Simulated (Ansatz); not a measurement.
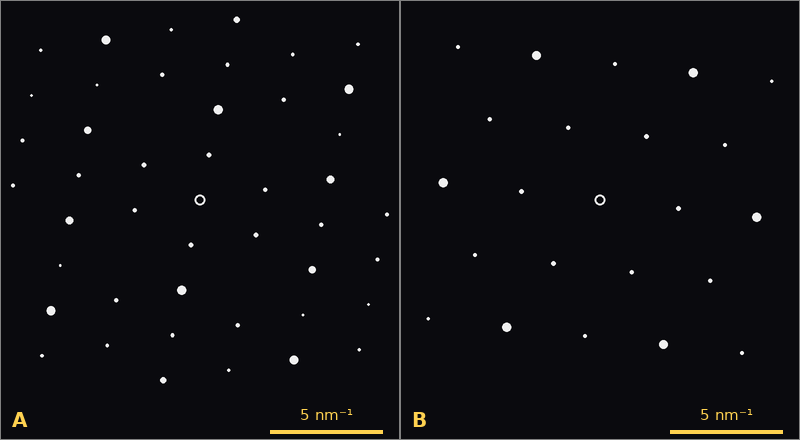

Kinematic electron diffraction patterns (200 kV, B = 0.5 Å², same scale, each along a low-index zone) of two structures of composition GeW3, each relaxed at zero pressure with DFT PBE, scalar-relativistic, plane waves, PAW in Ansatz.

The structures (standard cells):
1. Pm-3m (No. 221), a = 3.983 Å, 4 atoms; generated start, possibly hypothetical
2. P6_3/mmc (No. 194), a = 5.574 Å, c = 4.684 Å (hexagonal axes), 8 atoms; generated start, possibly hypothetical

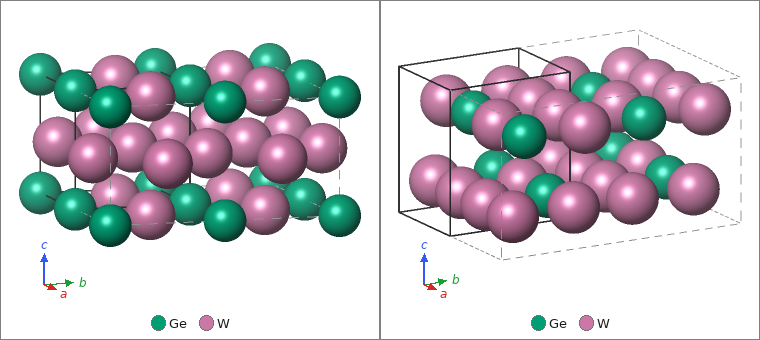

Drawings of the structures 1 to 2, from left to right (each may span several cells).

Question: Which pattern belongs to which structure, and along which zone?

Answer: A is structure 2 along [101] or an equivalent direction: centred rectangular net of 0 1 0 at d = 4.83 Å and 1 0 -1 at d = 3.36 Å, 69.6° apart (some points of this net are extinct or too weak to see). B is structure 1 along [111] or an equivalent direction: hexagonal net of -1 1 0 at d = 2.82 Å and -1 0 1 at d = 2.82 Å, 60.0° apart.

Question: Rank the structures by their computed energy.

Answer: Structure 2 (P6_3/mmc, 15.76 Å³ an atom) is the lowest of these; structure 1 (Pm-3m, 15.80 Å³ an atom) lies about 140 meV an atom higher. These are static energies at 0 K; other structures, not shown, may lie lower still.
